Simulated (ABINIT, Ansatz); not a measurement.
**A GW chain in ABINIT: GaN (P6_3mc)**

Wanted: ground state, empty states, screening and self-energy for GaN (P6_3mc).

Method: PBE and many-body steps on it, plane waves, in ABINIT 10.8.3.

The database entry behind the starting cell has ideal inner coordinates that were not refined, so it need not match the best structure at ambient conditions.

## 1. The structure

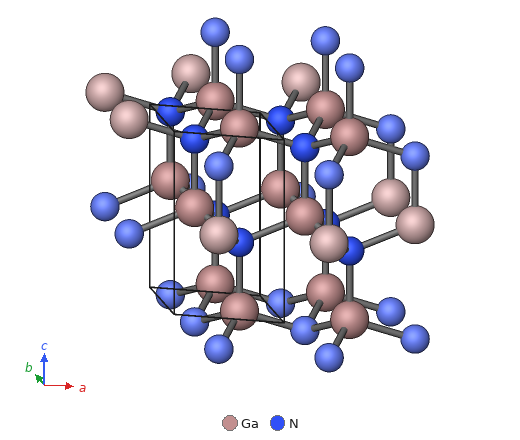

The cell as given, slightly off an axis (gallium pink, nitrogen blue). 2×2×1 cells are drawn. Some periodic images of atoms are drawn too.

The cell and positions come from the Crystallography Open Database and are kept as given unless a step says otherwise.

## 2. Ground state

This step: ABINIT 10.8.3; DFT, PBE, plane waves, norm-conserving pseudopotentials.

The ground-state density comes first.

Input file run.abi:

```
acell 3*1.0 Angstrom
rprim 
  3.190000000016 -0.000000000004 0.000000000000
  -1.595000000005 2.762621038088 0.000000000000
  0.000000000000 0.000000000000 5.189000000000
ntypat 2
znucl 31 7
natom 4
typat 1 1 2 2
xred 
  0.666666666667 0.333333333333 0.000000000000
  0.333333333333 0.666666666667 0.500000000000
  0.666666666667 0.333333333333 0.375000000000
  0.333333333333 0.666666666667 0.875000000000
pp_dirpath "pseudos"
pseudos "Ga.upf, N.upf"
ecut 45
ngkpt 6 6 4
nshiftk 1
shiftk 0 0 0
kptopt 1
chksymbreak 0
nband 32
occopt 1
tolvrs 1e-10
nstep 60
prtwf 0
optforces 0
optstress 0
indata_prefix "in"
outdata_prefix "out"
tmpdata_prefix "tmp"
```

On the command line:

```sh
> OMP_NUM_THREADS=1 mpirun -n 16 abinit run.abi > log
```

Numbers of over 12 decimals in the logs are rounded to 6 here.

What it wrote:

```text
.Version 10.8.3 of ABINIT. v10.8.2 released Aug 2026.

 Symmetries : space group P6_3 m c (#186); Bravais hP (primitive hexag.)
================================================================================
 Values of the parameters that define the memory need of the present run
     intxc =       0    ionmov =       0      iscf =       7    lmnmax =       6
     lnmax =       6     mgfft =      60  mpssoang =       3    mqgrid =    3001
     natom =       4  nloc_mem =       1    nspden =       1   nspinor =       1
    nsppol =       1      nsym =      12    n1xccc =    2501    ntypat =       2
    occopt =       1   xclevel =       2
-    mband =          32        mffmem =           1         mkmem =           2
       mpw =        4506          nfft =       96000          nkpt =          21
================================================================================
  Rough estimation (10% accuracy) of disk space for files :
================================================================================

--------------------------------------------------------------------------------
------------- Echo of variables that govern the present computation ------------
--------------------------------------------------------------------------------
 -outvars: echo values of preprocessed input variables --------
            acell      1.8897261259E+00  1.8897261259E+00  1.8897261259E+00 Bohr

      chksymbreak           0
             ecut      4.50000000E+01 Hartree
-          fftalg         312

              ixc     -101130
              kpt      0.00000000E+00  0.00000000E+00  0.00000000E+00
                       1.66666667E-01  0.00000000E+00  0.00000000E+00
                       3.33333333E-01  0.00000000E+00  0.00000000E+00
                       5.00000000E-01  0.00000000E+00  0.00000000E+00
                       1.66666667E-01  1.66666667E-01  0.00000000E+00
                       3.33333333E-01  1.66666667E-01  0.00000000E+00
                       3.33333333E-01  3.33333333E-01  0.00000000E+00
                       0.00000000E+00  0.00000000E+00  2.50000000E-01
                       1.66666667E-01  0.00000000E+00  2.50000000E-01
   [... 10 further rows ...]
                       3.33333333E-01  1.66666667E-01  5.00000000E-01
                       3.33333333E-01  3.33333333E-01  5.00000000E-01
         kptrlatt        6    0    0      0    6    0      0    0    4
          kptrlen      3.61693581E+01
P           mkmem           2
            natom           4
            nband          32
            ngfft          40      40      60
             nkpt          21
            nstep          60
             nsym          12
           ntypat           2
              occ      2.000000  2.000000  2.000000  2.000000  2.000000  2.000000
                       2.000000  2.000000  2.000000  2.000000  2.000000  2.000000
                       2.000000  2.000000  2.000000  2.000000  2.000000  2.000000
                       2.000000  2.000000  2.000000  2.000000  2.000000  2.000000
                       2.000000  2.000000  0.000000  0.000000  0.000000  0.000000
                       0.000000  0.000000
        optforces           0
        optstress           0
            prtwf           0
            rprim      3.1900000000E+00 -4.0000000000E-12  0.0000000000E+00
[...]
spgroup         186

           tolvrs      1.00000000E-10

             xred      6.6666666667E-01  3.3333333333E-01  0.0000000000E+00
[...]
znucl       31.00000    7.00000

================================================================================

 chkinp: Checking input parameters for consistency.

================================================================================
== DATASET  1 ==================================================================
-   mpi_nproc: 16, omp_nthreads: 1 (-1 if OMP is not activated)
-    --> not optimal distribution: autoparal keyword recommended in input file <--

--- !DatasetInfo
iteration_state: {dtset: 1, }
dimensions: {natom: 4, nkpt: 21, mband: 32, nsppol: 1, nspinor: 1, nspden: 1, mpw: 4506, }
cutoff_energies: {ecut:  45.0, pawecutdg:  -1.0, }
electrons: {nelect:   5.20000000E+01, charge:   0.00000000E+00, occopt:   1.00000000E+00, tsmear:   1.00000000E-02, }

 Real(R)+Recip(G) space primitive vectors, cartesian coordinates (Bohr,Bohr^-1):
 R(1)=  6.0282263  0.0000000  0.0000000  G(1)=  0.1658863  0.0957745  0.0000000
 R(2)= -3.0141132  5.2205972  0.0000000  G(2)=  0.0000000  0.1915490  0.0000000
 R(3)=  0.0000000  0.0000000  9.8057889  G(3)=  0.0000000  0.0000000  0.1019806
 Unit cell volume ucvol=  3.0859741E+02 bohr^3
 Angles (23,13,12)=  9.00000000E+01  9.00000000E+01  1.20000000E+02 degrees

 getcut: wavevector=  0.0000  0.0000  0.0000  ngfft=  40  40  60
         ecut(hartree)=     45.000   => boxcut(ratio)=   2.02627

--- Pseudopotential description ------------------------------------------------
- Ga Generated using ONCVPSP code by D. R. Hamann
- 31.00000  21.00000  171031                  znucl, zion, pspdat
12 -101130 2 -1 1902                          pspcod,pspxc,lmax,lloc,mmax
     nproj     2     2     2
  pspatm : epsatm=   21.85474337
         --- l  ekb(1:nproj) -->
[...]
pspatm: atomic psp has been read  and splines computed

- N Generated using ONCVPSP code by D. R. Hamann
-  7.00000   5.00000  171031                  znucl, zion, pspdat
12 -101130 1 -1 1058                          pspcod,pspxc,lmax,lloc,mmax
     nproj     2     2     0
  pspatm : epsatm=    5.20977870
         --- l  ekb(1:nproj) -->
[...]
pspatm: atomic psp has been read  and splines computed

   2.81471030E+03                                ecore*ucvol(ha*bohr**3)
--------------------------------------------------------------------------------

_setup2: Arith. and geom. avg. npw (full set) are    4450.160    4450.144

================================================================================

--- !BeginCycle
iteration_state: {dtset: 1, }
solver: {iscf: 7, nstep: 60, nline: 4, wfoptalg: 0, }
tolerances: {tolvrs: 1.00E-10, }

     iter   Etot(hartree)      deltaE(h)  residm     vres2
 ETOT  1  -514.91241054123    -5.149E+02 5.658E-01 2.259E+03
 ETOT  2  -516.80333335610    -1.891E+00 4.036E-02 3.250E+03
 ETOT  3  -517.42656362396    -6.232E-01 1.014E-01 5.839E+01
 ETOT  4  -517.43277143139    -6.208E-03 5.667E-03 3.122E+01
 ETOT  5  -517.43610687167    -3.335E-03 3.358E-03 5.848E+00
 ETOT  6  -517.43717997071    -1.073E-03 1.205E-02 1.232E-01
 ETOT  7  -517.43719931203    -1.934E-05 1.934E-03 3.823E-02
 ETOT  8  -517.43720571057    -6.399E-06 8.764E-04 2.595E-03
 ETOT  9  -517.43720617804    -4.675E-07 1.286E-03 9.031E-05
 ETOT 10  -517.43720619561    -1.758E-08 4.232E-04 4.200E-07
 ETOT 11  -517.43720619571    -9.913E-11 4.766E-04 3.169E-09
 ETOT 12  -517.43720619571     7.731E-12 1.401E-04 1.619E-10
 ETOT 13  -517.43720619570     2.842E-12 1.580E-04 7.835E-12

 At SCF step   13       vres2   =  7.83E-12 < tolvrs=  1.00E-10 =>converged.

--- !ResultsGS
iteration_state: {dtset: 1, }
comment   : Summary of ground state results
lattice_vectors:
- [  6.0282263,  -0.0000000,   0.0000000, ]
- [ -3.0141132,   5.2205972,   0.0000000, ]
- [  0.0000000,   0.0000000,   9.8057889, ]
lattice_lengths: [   6.02823,    6.02823,    9.80579, ]
lattice_angles: [ 90.000,  90.000, 120.000, ] # degrees, (23, 13, 12)
lattice_volume:   3.0859741E+02
convergence: {deltae:  2.842E-12, res2:  7.835E-12, residm:  1.580E-04, diffor:  0.000E+00, }
etotal    :  -5.17437206E+02
entropy   :   0.00000000E+00
fermie    :   2.53663909E-01
cartesian_stress_tensor: null
pressure_GPa: null
xred      :
- [  6.6667E-01,   3.3333E-01,   0.0000E+00, Ga]
- [  3.3333E-01,   6.6667E-01,   5.0000E-01, Ga]
- [  6.6667E-01,   3.3333E-01,   3.7500E-01,  N]
- [  3.3333E-01,   6.6667E-01,   8.7500E-01,  N]
cartesian_forces: null
force_length_stats: {min: null, max: null, mean: null, }

 Integrated electronic density in atomic spheres:
 ------------------------------------------------
 Atom  Sphere_radius  Integrated_density
[...]
4        2.00000          5.25890326
================================================================================

 ----iterations are completed or convergence reached----

 Mean square residual over all n,k,spin=   45.715E-08; max=  15.795E-05
 reduced coordinates (array xred) for    4 atoms
       0.666666666667      0.333333333333      0.000000000000
       0.333333333333      0.666666666667      0.500000000000
       0.666666666667      0.333333333333      0.375000000000
       0.333333333333      0.666666666667      0.875000000000
 rms dE/dt=  0.0000E+00; max dE/dt=  0.0000E+00; dE/dt below (all hartree)
    1       0.000000000000      0.000000000000      0.000000000000
    2       0.000000000000      0.000000000000      0.000000000000
    3       0.000000000000      0.000000000000      0.000000000000
    4       0.000000000000      0.000000000000      0.000000000000

 cartesian coordinates (angstrom) at end:
    1      1.595000     0.920874     0.000000
    2      2e-12     1.841747     2.594500
    3      1.595000     0.920874     1.945875
    4      2e-12     1.841747     4.540375
 length scales=  1.889726125908  1.889726125908  1.889726125908 bohr
              =  1.000000000000  1.000000000000  1.000000000000 angstroms
 prteigrs : about to open file out_EIG
 Fermi (or HOMO) energy (hartree) =   0.25366   Average Vxc (hartree)=  -0.43114
 Eigenvalues (hartree) for nkpt=  21  k points:
 kpt#   1, nband= 32, wtk=  0.00694, kpt=  0.0000  0.0000  0.0000 (reduced coord)
  -4.97589   -4.97589   -3.16320   -3.16306   -3.16306   -3.16305   -3.16304   -3.16304
  -0.33265   -0.30063   -0.24456   -0.24373   -0.24373   -0.24156   -0.24156   -0.23496
  -0.23496   -0.23177   -0.23177   -0.18366   -0.00600    0.21541    0.21541    0.25131
   0.25366    0.25366    0.32419    0.41056    0.59120    0.61823    0.61823    0.65065
 prteigrs : prtvol=0 or 1, do not print more k-points.

--- !EnergyTerms
iteration_state     : {dtset: 1, }
comment             : Components of total free energy in Hartree
kinetic             :  2.55431677541851E+02
hartree             :  2.00907745564387E+02
xc                  : -5.79425709439296E+01
Ewald energy        : -2.70513489358838E+02
psp_core            :  9.12097848216284E+00
local_psp           : -5.33709696701011E+02
non_local_psp       : -1.20731850780325E+02
total_energy        : -5.17437206195703E+02
total_energy_eV     : -1.40801836758326E+04
band_energy         : -6.19806074437105E+01

== END DATASET(S) ==============================================================
================================================================================

 -outvars: echo values of variables after computation  --------
           etotal     -5.1743720620E+02
            nband          32
             nkpt          21
          spgroup         186
 [... the other variables as echoed above ...]

 Calculation completed.
```

Elapsed: 17 s, on 16 MPI ranks of Arm Neoverse V1, shared host; peak memory 1.2 GiB.

This step gave:

```
total energy               : -14080.1837 eV
gap                        : 1.919 eV
k of the valence top       : 0, 0, 0
k of the conduction bottom : 0, 0, 0
least direct gap           : 1.919 eV
```

The gap is direct, at Γ.

(Part 1 of 3 ends here.)

[Paths, hosts, dates, memory and timing lines, banners, echoed tables and standing remarks are left out of the program output.]

[Logs are printed without paths, hosts, clocks, repeated set-up lines and the standing remarks that a program may print on its own settings, such as how far it seeks lower states.]

[Runs of the session that timed out or met a known fault of the program may be left out.]

[Hosts, paths, dates, database ids (printed as entryN), source tags and the programs' standing remarks are cut or masked in the printed files.]

[G0W0 gaps are taken among the corrected bands and points alone; a level outside them can change the order at an edge.]

[Where Ansatz stands beside ABINIT at settings called matched, ABINIT's density can come from a denser mesh and the files from another edition; pairs whose starting gaps differed by over 0.03 eV were left out, so agreement reads better than it is.]
